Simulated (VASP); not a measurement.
Band structure of Li₂Se (antifluorite). These are PBE GGA with D4 dispersion, VASP's PBE PAW potentials (set 64) (plane waves; VASP) values and carry that method's errors.

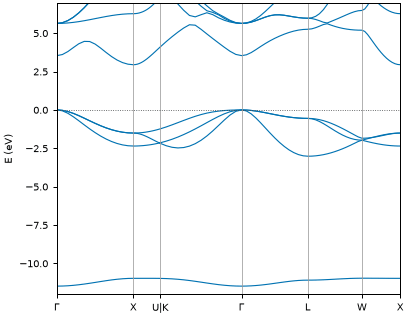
Figure: Bands along high-symmetry lines, zero at the valence-band maximum or, without a gap, the Fermi level

Q: Read the plot: is there a gap, and where are the band edges?

A: The gap is indirect, 2.94 eV, from the valence maximum at Γ to the conduction minimum at X. (Edges off the drawn lines would not show.)

The compound is Li2Se in the antifluorite structure. It was relaxed first.
